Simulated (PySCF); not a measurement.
**H2S···CH5N: density, localisation and related maps**

Input

```
{"job": {"kind": "inter", "xc": "wB97M-D3(BJ)", "basis": "def2-TZVPD", "pairs": false}, "charge": 0, "multiplicity": 1, "parts": [{"atoms": "0-2", "charge": 0, "multiplicity": 1}, {"atoms": "3-9", "charge": 0, "multiplicity": 1}]}
S      0.521367     0.950444    -0.296162
H     -0.767398     0.587834    -0.214580
H      0.968564    -0.296251     0.042188
C      0.397889    -2.900455     0.965052
N      1.571901    -2.166459     0.517336
H     -0.031562    -2.397828     1.834004
H     -0.356958    -2.886463     0.176096
H      0.587431    -3.946596     1.235176
H      1.974078    -2.589970    -0.309383
H      2.291642    -2.157239     1.229370
```

Launched as:

```sh
OMP_NUM_THREADS=1 python cluster_run.py task.json out
```

Geometry: PBE0-D3(BJ)/def2-TZVPD.

These are results of PySCF 2.14.0, wB97M-D3(BJ)/def2-TZVPD, SCF density, gas phase, not measurements.

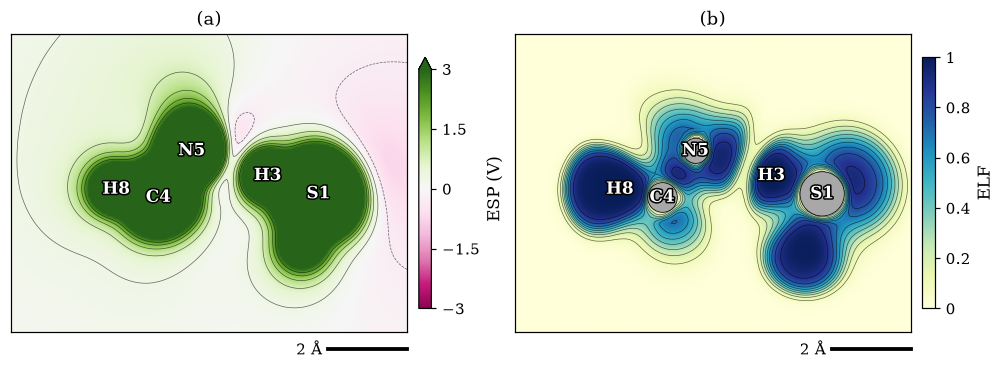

Figure 1. (a) molecular electrostatic potential; (b) ELF on the plane of atoms N5, C4 and H8. Grey discs cover the atomic cores in the ELF map.

> Read the bonding off the picture.

Atoms in the plane: S, H, C and N. N5···H3 (2.02 Å): the ELF dips to about 0.15 between them. C–N (1.46 Å): the ELF peaks at about 0.95 between the atoms, as expected for localised, covalent bonding. C–H (1.10 Å): the ELF climbs to about 1 towards the hydrogen, as it does in any bond to H (a covalent bond by its length). S–H (1.37 Å): the ELF climbs to about 1 towards the hydrogen; an ordinary covalent bond to hydrogen. The ELF also peaks beside S1, away from the bonds: lone-pair regions. Outside the dense part of the complex the potential is most negative (−0.7 V) near S1.

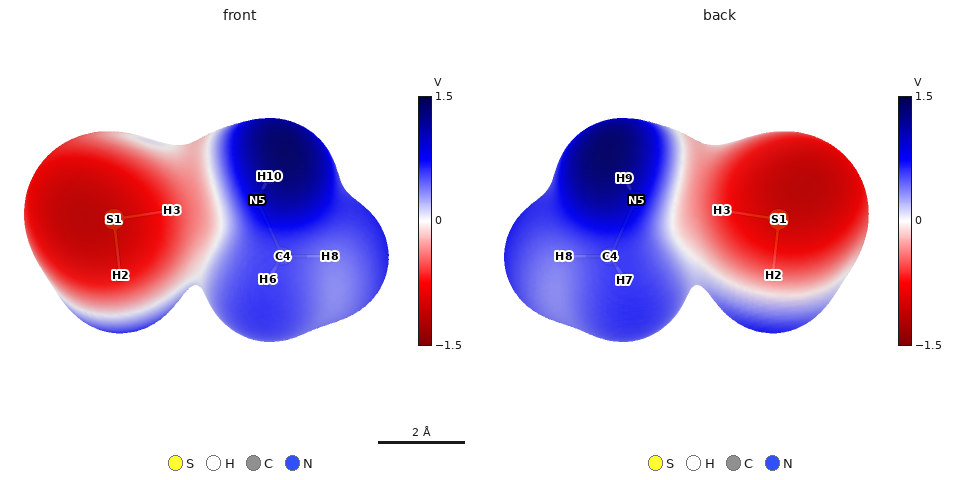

Figure 2. The electrostatic potential painted on the density surface at 0.001 e/bohr³, seen from the front and from behind; red is negative and blue positive.

> Where is the surface potential most negative and most positive?

The most negative region (about −1.1 V) lies over S1, the most positive (about +1.4 V) over H9 and H10.

> How polar is the complex by this calculation?

Its dipole moment is 3.33 D.
